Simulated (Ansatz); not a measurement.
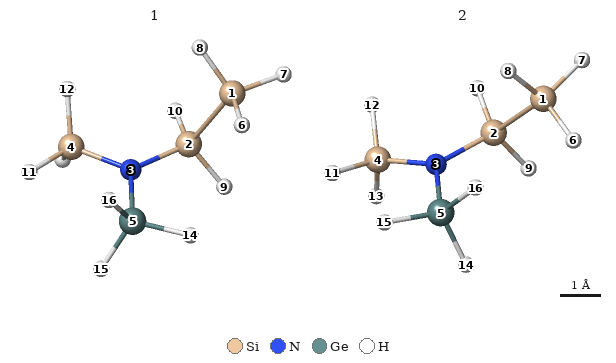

Two geometries of GeSi₃NH₁₁, drawn at one scale. One is the start of a relaxation, the other its converged end. A ball-and-stick model, seen from a free direction.

Theory: Ansatz 0.2.0, RKS PBE0-D4/def2-TZVP. Settings: force threshold 0.005 eV/Å; at most 150 steps.

Q: Which geometry has the lower energy?

A: Structure 1 is the relaxed one. The start comes from PBE-D4/def2-SVP. Over 36 accepted moves (38 points after the start) the energy falls by 2.30 kcal/mol. Largest force component: 0.45 eV/Å at the start, 0.0041 eV/Å at the end. The line search rejected the trial steps at points 10, 28 of the run. H15 moves most after the best rigid fit: 1.74 Å. Largest moves by element: H 1.74 Å, Si 0.49 Å, Ge 0.25 Å, N 0.15 Å. Among the contacts that change: N3–Si4 1.766 → 1.729 Å, N3–Ge5 1.876 → 1.854 Å, Ge5–H14 1.555 → 1.537 Å, Si1–Si2 2.363 → 2.345 Å. Among the angles between lasting bonds that change: N3–Ge5–H14 110.9° → 106.4°, Si2–Si1–H7 108.3° → 111.2°, Si2–Si1–H6 112.6° → 110.0°. Groups turn about N3–Ge5 by about 75°, Si2–N3 by about 30°. Cost: 5.7 min on 4 threads of Arm Neoverse V1, on a shared host.
